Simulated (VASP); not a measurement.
Band structure of CdZn3Te4 (ordered alloy cell). Calculation: PBEsol GGA, VASP's PBE PAW potentials (set 64) (plane waves; VASP).

Unless said otherwise, spin-orbit coupling is left out, though it shifts the bands of the heavy elements here.

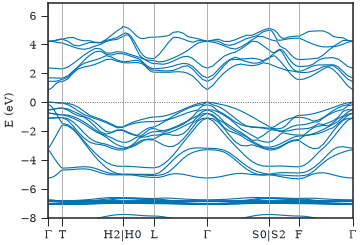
Fig. 1. Bands along high-symmetry lines, zero at the valence-band maximum or, without a gap, the Fermi level

Question: Read the plot: is there a gap, and where are the band edges?

Answer: The gap is direct, 0.88 eV, from the valence maximum at Γ to the conduction minimum at Γ. (Edges off the drawn lines would not show.)

The structure was generated: CdZn3Te4 was put into an ordered model structure (R3m), which need not be its known phase. It was relaxed first.
